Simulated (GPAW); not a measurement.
Band structure of CuCl (F-43m, 2 atoms in the cell).

```
CELL_PARAMETERS angstrom
      0.00000     2.65415     2.65415
      2.65415     0.00000     2.65415
      2.65415     2.65415     0.00000
ATOMIC_POSITIONS crystal
  Cu 0.00000 0.00000 0.00000
  Cl 0.25000 0.25000 0.25000
```

Computed with PBE, GPAW PAW datasets PBE (gpaw-data 1.0.1) (plane waves; GPAW 25.7.0).

Settings: mode = pw; ecut = 850 eV; xc = PBE; kpts = 11 11 11; mesh shift (steps) = 0 0 0; occupations.name = methfessel-paxton; occupations.width = 0.01 eV; occupations.order = 0; nbands = -6; convergence.bands = -4; symmetry.symmorphic = false; symmetry.tolerance = 0.0005; maxiter = 120; bandpath_npoints = 50.

The starting cell has typed, rounded lattice constants, without a prior relaxation at this level. Its lattice was rescaled by a random factor within 2.5 % of one.

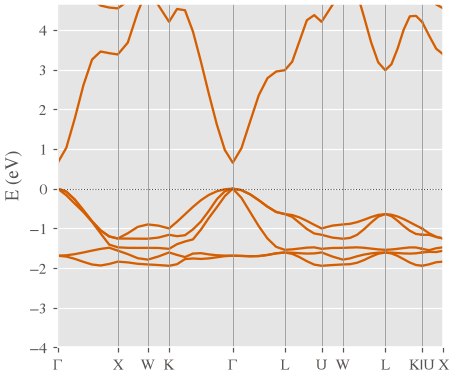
Fig. 1. Bands along the path, energies from the top of the valence band on the SCF mesh.

### Question
Read off roughly the gap and where its edges lie.

### Answer
The gap along the path is about 0.7 eV (computed: 0.65 eV), direct at Γ to within 0.01 eV.

Levels in eV from the top of the valence band on the SCF mesh, bands 6 to 13:
```csv
point,6,7,8,9,10,11,12,13
Γ,-1.69,0.00,0.00,0.00,0.65,6.63,6.63,6.63
X,-1.56,-1.48,-1.26,-1.26,3.38,4.54,9.08,11.34
W,-1.79,-1.49,-1.26,-0.90,5.06,5.48,7.53,7.81
K,-1.61,-1.52,-1.16,-1.00,4.20,5.29,8.22,9.28
L,-1.61,-1.54,-0.64,-0.64,2.98,7.05,7.09,7.09
U,-1.61,-1.52,-1.16,-1.00,4.20,5.29,8.22,9.28
```
